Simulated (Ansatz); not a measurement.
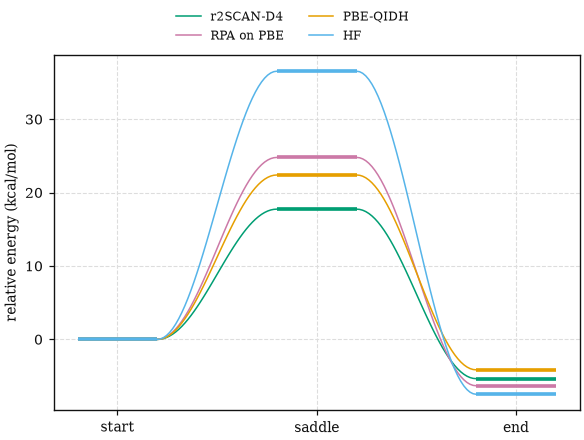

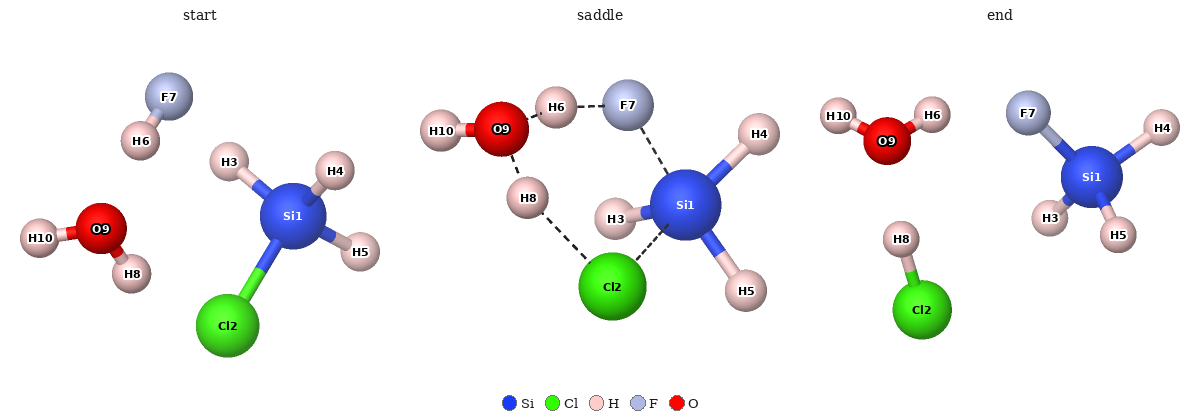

One elementary step of SiH₆OClF: start, first-order saddle point (changing pairs dashed) and end. Electronic energies at PBE0-D4/def2-TZVP geometries, energies in def2-TZVPP, the Ansatz code; cores frozen in correlated methods, no zero-point terms. Start and end are the structures at the ends of the path (complexes, where there are several molecules). Lines between the levels only guide the eye.

Q: Which bonds change in the step?

A: Si1–F7 (3.17 → 1.81 → 1.62 Å), Cl2–H8 (2.39 → 1.82 → 1.32 Å) and H6–O9 (1.61 → 1.09 → 0.97 Å) form; Si1–Cl2 (2.08 → 2.37 → 3.72 Å), H6–F7 (0.95 → 1.27 → 1.94 Å) and H8–O9 (0.97 → 1.05 → 1.70 Å) break (lengths at start, saddle and end; changes of bond order aren't listed). The imaginary mode at the saddle is 353.2i cm⁻¹ (PBE0-D4).

Q: What are the heights of saddle and end over the start, in kcal/mol?

A:
```tsv
level	barrier	reverse barrier	step energy
r2SCAN-D4	17.8	23.1	−5.3
RPA on PBE	24.8	31.1	−6.3
PBE-QIDH	22.4	26.6	−4.1
HF	36.5	44.0	−7.5
```
